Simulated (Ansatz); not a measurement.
## Response to strain in AlRu

Start from AlRu in the CsCl type structure (space group Pm-3m, No. 221; a = 2.983 Å; relaxed with 0.1 eV smearing). Axes: x, y, z lie along the cube axes.

Strains are applied to the cell and any free atomic positions relax.

Computed with r2SCAN/PAW in Ansatz (a first-principles code), no spin-orbit coupling.

Notes on the quantities. energy relative to the base: free energy F.

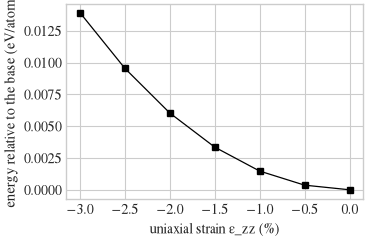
Energy relative to the base against uniaxial strain ε_zz

```csv
uniaxial strain ε_zz (%),energy relative to the base
-3,+14 meV/atom
-2.5,+9.5 meV/atom
-2,+6.0 meV/atom
-1.5,+3.4 meV/atom
-1,+1.5 meV/atom
-0.5,+0.4 meV/atom
```

Whether these cells are dynamically stable was not tested. All final runs are without spin polarisation.
